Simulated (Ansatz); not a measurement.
The calculation's input:

```
crystal:
  periodic: [false, false, false]
  atoms:
    - { symbol: Ti, position_ang: [-0.861948, 0.630192, 1.29253] }
    - { symbol: "N", position_ang: [1.748489, -0.515448, -0.89265] }
    - { symbol: "N", position_ang: [-1.348578, 0.008662, -0.209283] }
    - { symbol: H, position_ang: [0.741877, -0.516859, -1.088246] }
    - { symbol: Cl, position_ang: [-1.236598, 2.844391, 1.474355] }
    - { symbol: Cl, position_ang: [-1.472208, -0.690775, 3.012332] }
    - { symbol: H, position_ang: [2.217911, 0.036066, -1.614586] }
    - { symbol: H, position_ang: [2.089125, -1.477836, -0.951819] }
    - { symbol: H, position_ang: [-1.877969, -0.318294, -1.022632] }
basis:
  gaussian: { orbitals: def2-mTZVP }
hamiltonian:
  xc: blyp
  dispersion: d4
relax:
  f_tol: 0.03
  max_steps: 50
output:
  orbitals: {}
```

Run with:

```sh
ansatz run input.yaml --threads 4 --pin off --max-ram 5120MiB --backend cpu --events-out ev --progress --plain --runs-dir out
```

The fields are those of the run's last geometry, not of the input's.

These are results of RKS BLYP-D4/def2-mTZVP (Ansatz 0.2.0), not measurements.

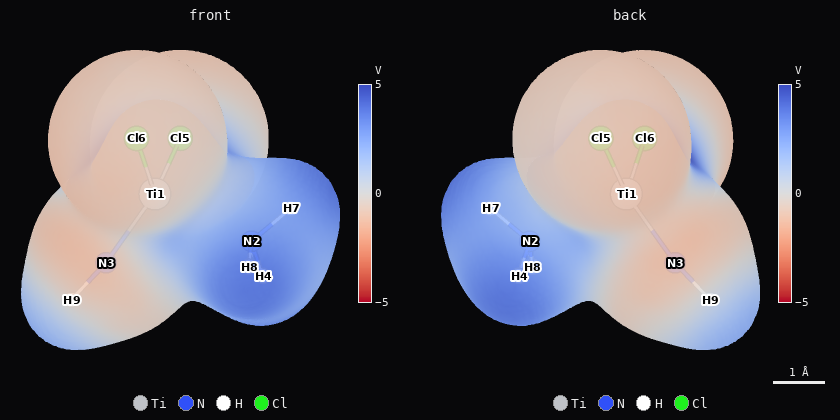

Cl$_{2}$HNTi···NH$_{3}$. The molecular electrostatic potential painted on the density surface at 0.004 e/bohr³, seen from the front and from behind; the colour scale runs from red (negative) to blue (positive).

**Where is the surface potential most negative and most positive?**

The most negative region (about −1.2 V) lies over N3, the most positive (about +3.9 V) over Ti1, H4 and H7. N3 is the likeliest acceptor of a hydrogen bond.
